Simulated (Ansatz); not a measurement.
**Pressure series in V4GeS8**

The reference is V4GeS8 (space group Imm2, No. 44; ferromagnetic; a cell from a computed database, its experimental status unchecked).

```xyz
13
Lattice="-3.3515 3.3770 4.7581 3.3515 -3.3770 4.7581 3.3515 3.3770 -4.7581" Properties=species:S:1:pos:R:3 pbc="T T T"
V      3.3515     1.9703     0.9684
V      0.0000     1.4066     5.7265
V      2.0020     3.3770    -0.9891
V      1.3495     0.0000     3.7690
Ge     0.0000     0.0000     9.4818
S      1.6093     3.3770     1.2332
S      1.7421     0.0000     5.9912
S      4.8682     0.0000     1.2961
S      1.8347     0.0000     1.2961
S      3.3515     1.5940    -1.2570
S      0.0000     1.7829     3.5010
S      3.3515     1.5102     3.4376
S      3.3515    -1.5102     3.4376
```

Cell and atoms are relaxed at each pressure.

Computed with Ansatz (a quantum-chemistry and plane-wave program), PBEsol, PAW, cutoff 420 eV, no spin-orbit coupling.

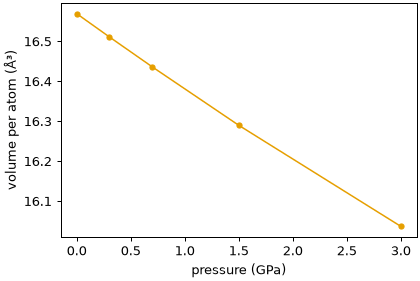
*Volume per atom against pressure*

```
pressure (GPa)  volume per atom
--------------  ---------------
0.3                    16.51 Å³
0.7                    16.44 Å³
1.5                    16.29 Å³
3                      16.04 Å³
```

Other magnetic orders, which the real material may have, were not ruled out. Load acts through the strain it causes; cell and atoms are relaxed under it. No phonon test of stability was made.
